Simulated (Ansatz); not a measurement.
A series of calculations on SiNH5 and related structures

### Relaxation

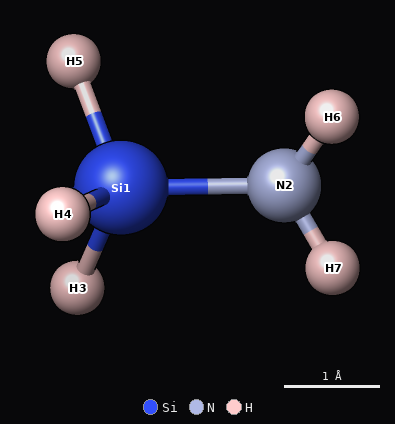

This is the input geometry for a relaxation of SiNH5. The picture is a ball-and-stick view, seen at a tilt.

It is one of the separated reactants of a reaction.

Computed with RKS PBE0-D4/def2-TZVP (Ansatz).

Input
```yaml
crystal:
  periodic: [false, false, false]
  atoms:
    - {symbol: Si, position_ang: [-1.642736, -0.043079, 0.853795]}
    - {symbol: N, position_ang: [-0.483235, -1.237862, 1.282430]}
    - {symbol: H, position_ang: [-2.979310, -0.691865, 0.859948]}
    - {symbol: H, position_ang: [-1.715207, 1.151504, 1.747757]}
    - {symbol: H, position_ang: [-1.320822, 0.454329, -0.510294]}
    - {symbol: H, position_ang: [0.498697, -1.018223, 1.230433]}
    - {symbol: H, position_ang: [-0.671698, -1.855488, 2.055430]}
basis:
  gaussian: {orbitals: def2-TZVP}
hamiltonian: {xc: pbe0, dispersion: d4}
relax: {f_tol: 0.005, max_steps: 200}
```

Command:
```bash
ansatz run in.yaml --threads 4 --pin off --events-out ev --progress --plain --max-ram 9574MiB
```

Q: What does the optimiser find from here?

A: The largest moves after the best rigid fit, 0.054 Å, are those of H6 and H7. By element the largest moves are H 0.054 Å, N 0.008 Å, Si 0.005 Å. The energy falls by 0.06 kJ/mol in 5 accepted moves (6 points after the start). Largest force component: 0.057 eV/Å at the start, 0.0013 eV/Å at the end. The line search rejected the trial step at point 4 of the run. Cost: 3.9 s on 4 threads of Arm Neoverse V2, on a shared host.

Step by step:

| step | E − E(0), kJ/mol | largest force component, eV/Å | note |
| --- | --- | --- | --- |
| 0 | 0.00 | 0.0570 |  |
| 1 | -0.02 | 0.0161 |  |
| 2 | -0.04 | 0.0201 |  |
| 3 | -0.05 | 0.0089 |  |
| 4 | 0.34 | 0.4656 | rejected |
| 5 | -0.06 | 0.0008 |  |
| 6 | -0.06 | 0.0013 |  |

Final geometry:

```xyz
7

Si   -1.6472   -0.0444    0.8543
N    -0.4896   -1.2410    1.2866
H    -2.9859   -0.6886    0.8397
H    -1.7339    1.1395    1.7616
H    -1.2980    0.4605   -0.4987
H     0.4928   -1.0437    1.1835
H    -0.6525   -1.8230    2.0925
```

The end point in the same view:

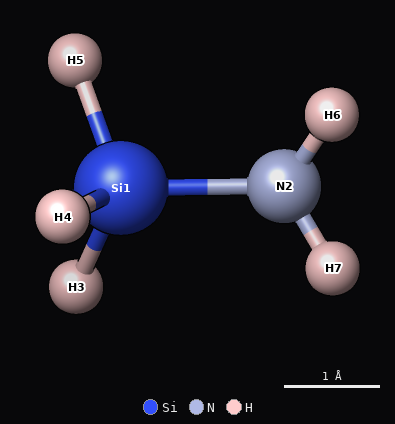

### Relaxation

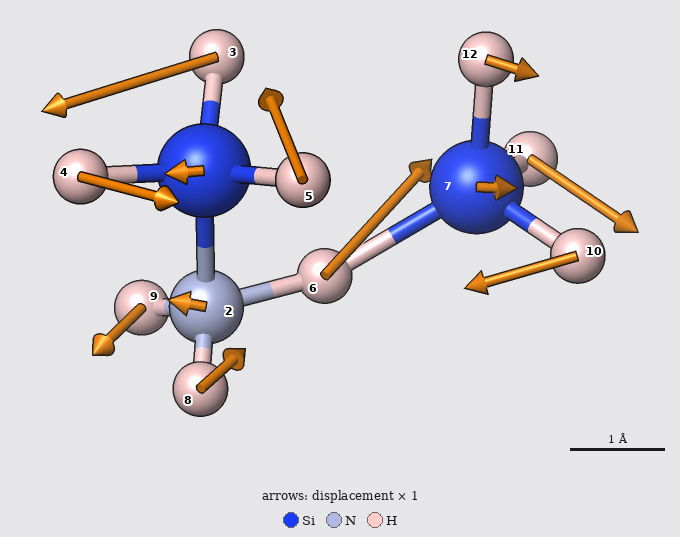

A relaxation of Si2NH9 (started from a transition state, displaced along its imaginary mode). The starting structure is drawn; orange arrows show the displacements, at their true length. The two geometries are superimposed by the best rigid fit.

The picture is a ball-and-stick view, seen at a tilt.

Theory: RKS PBE0-D4/def2-TZVP (Ansatz). Set-up: force threshold 0.005 eV/Å; at most 200 steps.

Q: What did the optimiser do to the structure, and how much energy did it gain?

A: The atom that moves furthest after the best rigid fit is an H atom (2.11 Å). By element the largest moves are H 2.11 Å, Si 0.46 Å, N 0.44 Å. Near-neighbour distances that change, for instance: H–N 1.361 → 3.602 Å, Si–Si 3.244 → 4.119 Å, H–Si 1.890 → 1.483 Å, N–Si 1.796 → 1.719 Å. Bond angles that change, for instance: N–Si–H 102.8° → 116.1°, H–Si–H 100.4° → 109.3°, H–Si–H 101.2° → 109.6°. After 101 geometry steps the energy has fallen by 1.636 eV. The largest force component goes from 1.3 to 0.0028 eV/Å. The forces were under the threshold at step 56, but the run went on from there. The run took 2.5 min on 4 threads of Arm Neoverse V2, on a shared host.

### Reaction

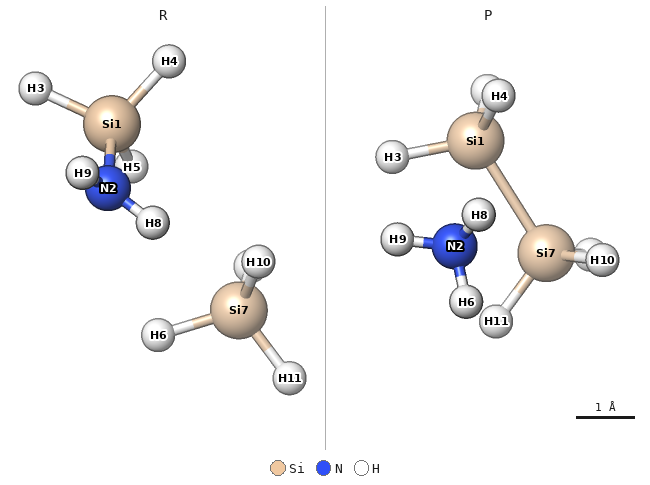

Reactant (R) and product (P) of one elementary step of Si2NH9. The picture is a ball-and-stick view, seen from a free direction.

Stationary points at PBE0-D4/def2-TZVP, single-point energies with CCSD(T)/CBS, SPW92 (LDA), r2SCAN0-D4, B2PLYP, B3LYP-D4, wB97M-V (def2-TZVPP where no basis is named; Ansatz 0.2.0). The energies are electronic, without zero-point or thermal terms, and both ends are the relaxed geometries reached downhill from the saddle, with any fragments still in contact. CCSD(T)/CBS stands for a frozen-core estimate: MP2 correlation extrapolated from def2-TZVPP and def2-QZVPP, CCSD(T) minus MP2 from the smaller set.

R:
```xyz
12

Si   -1.6249    0.0479    0.8869
N    -0.5104   -1.1878    1.3187
H    -2.9883   -0.5407    0.9339
H    -1.6263    1.2631    1.7556
H    -1.3099    0.5016   -0.4939
H     1.0148   -0.7489   -1.9149
Si    1.6539    0.5408   -1.5565
H     0.4789   -1.0131    1.2424
H    -0.7097   -1.7800    2.1087
H     1.7043    0.6698   -0.0755
H     3.0413    0.5762   -2.0856
H     0.8764    1.6713   -2.1200
```

P:
```xyz
12

Si   -1.3068    0.8676   -0.0097
N     0.4695   -1.5054    0.9356
H    -2.0824   -0.3643   -0.3156
H    -1.1651    0.9955    1.4655
H    -2.1265    2.0264   -0.4725
H     1.3113   -1.9481    0.5879
Si    0.7782    0.8416   -1.0637
H     0.6307   -1.2661    1.9062
H    -0.2690   -2.1978    0.9115
H     1.8846    0.9628   -0.0771
H     0.9675   -0.4013   -1.8582
H     0.9083    1.9893   -2.0101
```

Predict the saddle point between them and the barrier.

Answer. Counted by bonded pieces, R holds SiH₄ + SiH₅N and P holds NH₃ + Si₂H₆. From R over the saddle to P, bonds form: Si1–Si7 (4.12 → 3.04 → 2.34 Å), N2–H6 (3.60 → 1.10 → 1.01 Å). Bonds break: Si1–N2 (1.72 → 1.87 → 3.11 Å), H6–Si7 (1.48 → 2.20 → 3.29 Å). The saddle has one imaginary mode, 342i cm⁻¹. The end P keeps a soft imaginary mode of 20i cm⁻¹, so it isn't quite a minimum. With CCSD(T)/CBS the barrier is 2.23 eV from R and 1.91 eV from P, and P lies 0.33 eV above R.

```tsv
level	barrier from R (eV)	barrier from P (eV)	P less R (eV)
CCSD(T)/CBS	2.23	1.91	0.33
SPW92 (LDA)	1.44	1.34	0.09
r2SCAN0-D4	2.08	1.81	0.26
B2PLYP	2.26	1.89	0.37
B3LYP-D4	2.12	1.81	0.31
wB97M-V	2.15	1.83	0.32
```

Against CCSD(T)/CBS, B2PLYP comes closest on the barrier from R (+0.03 eV) and SPW92 (LDA) misses most (−0.79 eV).

Saddle geometry:

```xyz
12

Si   -1.2235    0.2698    0.5205
N    -0.0766   -1.0723    1.1348
H    -1.8202   -0.0681   -0.7826
H    -2.2886    0.0392    1.5538
H    -0.7127    1.6331    0.7492
H     0.6641   -0.8452    0.3521
Si    1.1876    0.5020   -1.3091
H     0.2869   -0.9147    2.0731
H    -0.4607   -2.0145    1.0788
H     2.3577    1.3562   -0.8956
H     1.7599   -0.3606   -2.4034
H     0.3262    1.4754   -2.0719
```

The saddle point in the same view, with dashed sticks for the bonds that form or break:

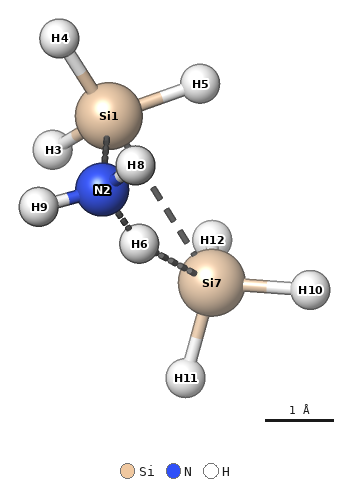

Limits of the set-up: the start holds two separate molecules, 2.5 Å apart at their closest, whose relative position is a soft coordinate.
